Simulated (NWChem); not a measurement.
# doublet [InNH2F2]−: levels of theory compared

We compute a comparison of 6 runs (UHF/STO-3G, UHF/3-21G, UM06-2X/def2-SVPD, UPBE/def2-SVPD, UPBE0/def2-SVPD, USVWN5/def2-SVPD) of doublet [InNH2F2]−. 

The calculation is run with NWChem 7.3.0.

4 further runs of the same task are left out: 2 that didn't finish, 2 set aside as unsound or not needed. Runs told in other sessions of the task aren't counted.

### Step 1. The system as given

[InNH2F2]− has 6 atoms, charge -1, and is taken as a doublet. SMILES of the parent species: `[NH2][In]([F])[F]`. The shape is that of a PBE0-D4/def2-TZVP optimisation. That shape belongs to the parent species and isn't relaxed for this state.

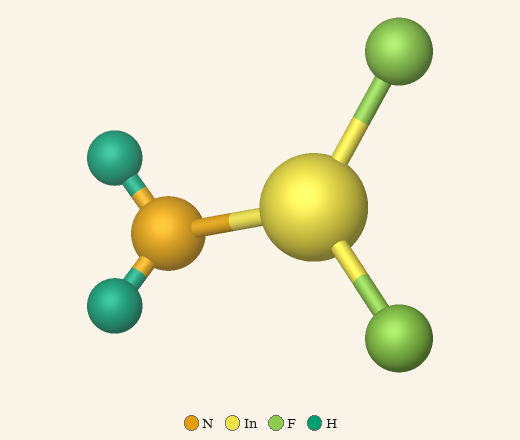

Viewed from a chosen angle; nitrogen amber, indium yellow, fluorine green, hydrogen teal.

### Step 2. The energy at UHF/STO-3G (run 1)

The input, f2h2inn.nw:

```
START f2h2inn
memory total 2200 mb
charge -1

GEOMETRY units angstroms noautosym nocenter noautoz
  N       -0.259900       1.155100      -0.280600
  In       0.271400      -0.745700       0.029100
  F        1.862900      -1.284900       0.989000
  F       -0.617400      -2.265700      -0.773500
  H        0.031700       1.791300       0.449400
  H       -1.246600       1.285900      -0.459500
END

BASIS spherical bse
  * library STO-3G
END

SCF
  doublet
  uhf
  thresh 1e-08
  maxiter 80
END

TASK scf
```

Run with:

```bash
$ nwchem f2h2inn.nw > f2h2inn.out
```

Log:

```text
[...]
  functions       =    44
[...]
  wavefunction    = UHF
[...]
         Total SCF energy =  -5933.635247409792
      One electron energy =  -9041.566238416897
      Two electron energy =   2710.711698429289
 Nuclear repulsion energy =    397.219292577816
                       Sz =      0.5000
                 Sz(Sz+1) =      0.7500
                      S^2 =      0.7686
[...]
```

It took 15 s on 1 thread of Intel Xeon 6975P-C (Granite Rapids), shared host; peak memory 0.096 GiB.

### Step 3. The energy at UHF/3-21G (run 2)

The input, f2h2inn.xyz:

```xyz
6
F2H2InN
N     -0.259900     1.155100    -0.280600
In     0.271400    -0.745700     0.029100
F      1.862900    -1.284900     0.989000
F     -0.617400    -2.265700    -0.773500
H      0.031700     1.791300     0.449400
H     -1.246600     1.285900    -0.459500
```

The input, f2h2inn.nw:

```
start f2h2inn
title "F2H2InN"
memory total 2200 mb
charge -1

geometry units angstrom noautosym nocenter noautoz
 load format xyz f2h2inn.xyz
end

basis spherical bse
 * library 3-21G
end

scf
 doublet
 uhf
 thresh 1e-08
 maxiter 80
 print medium
end

task scf
```

Run with:

```bash
$ nwchem f2h2inn.nw > f2h2inn.out
```

Log:

```text
[...]
  functions       =    62
[...]
  wavefunction    = UHF
[...]
         Total SCF energy =  -5967.883216918339
      One electron energy =  -9058.608417543892
      Two electron energy =   2693.505908047736
 Nuclear repulsion energy =    397.219292577816
                       Sz =      0.5000
                 Sz(Sz+1) =      0.7500
                      S^2 =      0.7566
[...]
```

Run time: 8.1 s. Hardware: 1 thread of Intel Xeon 6975P-C (Granite Rapids), shared host; peak memory 0.097 GiB.

Run 3 isn't shown in full; the table further down has it.

### Step 4. A single-point energy at UPBE/def2-SVPD (core potential) (run 4)

The input, f2h2inn.nw:

```
start f2h2inn
title "F2H2InN"
memory stack 880 mb heap 220 mb global 1100 mb
charge -1

geometry units angstrom noautosym nocenter noautoz
  N    -0.259900    1.155100   -0.280600
  In    0.271400   -0.745700    0.029100
  F     1.862900   -1.284900    0.989000
  F    -0.617400   -2.265700   -0.773500
  H     0.031700    1.791300    0.449400
  H    -1.246600    1.285900   -0.459500
end

basis spherical bse
  N library def2-SVPD
  In library def2-SVPD
  F library def2-SVPD
  H library def2-SVPD
end

ecp bse
  In library def2-SVPD
end

dft
  xc xpbe96 cpbe96
  mult 2
  grid fine
  convergence energy 1e-08
  maxiter 100
  mulliken
  noprint "final vectors analysis"
end

task dft energy
```

Run with:

```bash
$ nwchem f2h2inn.nw > f2h2inn.out
```

Log:

```text
[...]
          Wavefunction type:  spin polarized.
          No. of atoms     :     6
          No. of electrons :    49
[...]
          Charge           :    -1
          Spin multiplicity:     2
[...]
          AO basis - number of functions:   114
[...]
              XC Information
              --------------
          PerdewBurkeErnzerhof Exchange Functional  1.000
            Perdew 1991 LDA Correlation Functional  1.000 local
           PerdewBurkeErnz. Correlation Functional  1.000 non-local
[...]
 d= 0,ls=0.0,diis     1   -445.2962292946 -6.41D+02  2.68D-02  2.33D-01     3.2
[...]
 d= 0,ls=0.0,diis    12   -445.4326359908 -5.19D-09  1.24D-06  1.56D-09    32.0
[...]
         Total DFT energy =     -445.432635990781
      One electron energy =    -1089.947987906766
           Coulomb energy =      493.776639453955
    Exchange-Corr. energy =      -45.268291817663
 Nuclear repulsion energy =      196.007004279692
[...]
      Total Density - Mulliken Population Analysis
     ---------------------------------------------
    Atom       Charge   Shell Charges
 -----------   ------   -------------------------------------------------------
    1 N    7     6.85   1.99  1.04  0.36 -0.18  2.39  1.28  0.01 -0.03
    2 In  21    20.69  -0.60  2.60  0.90  0.22  0.62  2.78  3.23  0.67  0.09  9.63  0.51  0.03
    3 F    9     9.63   1.99  1.14  0.80  0.03  3.31  2.04  0.32  0.00  0.01
    4 F    9     9.63   1.99  1.14  0.80  0.03  3.31  2.04  0.32  0.00  0.01
    5 H    1     1.10   0.74  0.21  0.05  0.10
    6 H    1     1.10   0.74  0.21  0.05  0.10
[...]
      <S2> =      0.7509 (Exact =     0.7500)
[...]
```

Run time: 33 s. Hardware: 1 thread of Intel Xeon 6975P-C (Granite Rapids), shared host; peak memory 0.12 GiB.

Run 5 isn't shown in full; the table further down has it.

### Step 5. A single-point energy at USVWN5/def2-SVPD (core potential) (run 6)

The input, mol.nw:

```
start mol
title "F2H2InN"
memory stack 880 mb heap 220 mb global 1100 mb
charge -1

geometry units angstroms noautosym nocenter noautoz
 N       -0.259900       1.155100      -0.280600
 In       0.271400      -0.745700       0.029100
 F        1.862900      -1.284900       0.989000
 F       -0.617400      -2.265700      -0.773500
 H        0.031700       1.791300       0.449400
 H       -1.246600       1.285900      -0.459500
end

basis spherical bse
 * library def2-SVPD
end

ecp bse
 In library def2-SVPD
end

dft
 xc slater vwn_5
 mult 2
 grid fine
 convergence energy 1e-08
 maxiter 100
 mulliken
end

task dft energy
```

Run with:

```bash
$ nwchem mol.nw > mol.out
```

Log:

```text
[...]
          Wavefunction type:  spin polarized.
          No. of atoms     :     6
          No. of electrons :    49
[...]
          Charge           :    -1
          Spin multiplicity:     2
[...]
          AO basis - number of functions:   114
[...]
              XC Information
              --------------
                        Slater Exchange Functional  1.000 local
                      VWN V Correlation Functional  1.000 local
[...]
 d= 0,ls=0.0,diis     1   -443.5145615504 -6.40D+02  2.75D-02  2.91D-01     2.1
[...]
 d= 0,ls=0.0,diis    11   -443.6616828352 -4.19D-09  1.12D-06  1.86D-09    17.7
[...]
         Total DFT energy =     -443.661682835179
      One electron energy =    -1089.694070281155
           Coulomb energy =      493.444053361265
    Exchange-Corr. energy =      -43.418670194981
 Nuclear repulsion energy =      196.007004279692
[...]
      Total Density - Mulliken Population Analysis
     ---------------------------------------------
    Atom       Charge   Shell Charges
 -----------   ------   -------------------------------------------------------
    1 N    7     6.87   1.98  1.02  0.38 -0.15  2.41  1.26  0.01 -0.03
    2 In  21    20.76  -0.60  2.60  0.94  0.24  0.57  2.78  3.22  0.73  0.08  9.59  0.57  0.03
    3 F    9     9.61   1.99  1.12  0.81  0.04  3.31  2.02  0.32  0.00  0.00
    4 F    9     9.61   1.99  1.12  0.81  0.04  3.31  2.02  0.32  0.00  0.00
    5 H    1     1.08   0.71  0.22  0.05  0.10
    6 H    1     1.08   0.71  0.22  0.05  0.10
[...]
      <S2> =      0.7505 (Exact =     0.7500)
[...]
```

It took 18 s on 1 thread of Intel Xeon 6975P-C (Granite Rapids), shared host; peak memory 0.12 GiB.

### Step 6. All runs side by side

```tsv
run	level	iteration cap	module	energy (Eh)	HOMO energy (eV)	LUMO energy (eV)	⟨S²⟩	wall time
1	UHF/STO-3G	80	scf	-5933.635247	6.12	14.97	0.769	15 s
2	UHF/3-21G	80	scf	-5967.883217	0.84	6.87	0.757	8.1 s
3	UM06-2X/def2-SVPD (core potential)	100	dft	-445.510079	–	–	0.754	59 s
4	UPBE/def2-SVPD (core potential)	100	dft	-445.432636	–	–	0.751	33 s
5	UPBE0/def2-SVPD (core potential)	100	dft	-445.422534	0.97	2.71	0.752	35 s
6	USVWN5/def2-SVPD (core potential)	100	dft	-443.661683	1.35	1.69	0.750	18 s
```

### Step 7. Summary of results

```
                                 quantity          value
                      run 6: total energy  -443.66168 Eh
run 6: HOMO energy (highest over α and β)        1.35 eV
 run 6: LUMO energy (lowest over α and β)        1.69 eV
                              run 6: ⟨S²⟩          0.750
```

In words: Totals of different functionals can't be ranked against each other. Some runs of one species differ in core potentials or relativity; totals across that change don't compare. In runs 1, 2, 5, 6 the HOMO lies above zero, from self-interaction, a short basis or an electron that isn't bound. In run 1 the basis is minimal, so the values are rough. In runs 1, 2 relativity is left out where basis or elements ask for it. All runs together took 2.8 min, the longest 59 s.
